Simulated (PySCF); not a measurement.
C8H7F, SMILES c1ccc(F)cc1C=C, singlet at its GFN2-xTB optimised geometry (Å):

```
16

C     -1.1033    -2.4922     0.0001
C     -1.5699    -1.2494     0.0000
C     -0.7820    -0.0223     0.0000
C     -1.4444     1.2076     0.0000
C     -0.7452     2.3996     0.0000
C      0.6392     2.4000     0.0000
C      1.2899     1.1791     0.0000
F      2.6415     1.1606     0.0000
C      0.6129    -0.0223     0.0000
H     -1.7690    -3.3380    -0.0001
H     -0.0520    -2.7227    -0.0001
H     -2.6415    -1.0919     0.0000
H     -2.5246     1.2239     0.0000
H     -1.2790     3.3380     0.0000
H      1.2086     3.3156     0.0000
H      1.1771    -0.9404     0.0000
```

Calculation: PySCF with CAM-B3LYP/def2-TZVP.

Map of the electrostatic potential (hartree/e), clipped to [-0.08, 0.12] on the plane z = 0.6 Å:

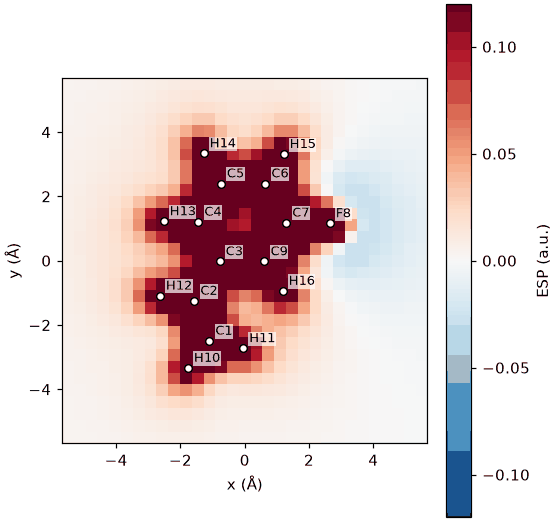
*Electrostatic potential (hartree/e), clipped to [-0.08, 0.12] on the plane z = 0.6 Å.*
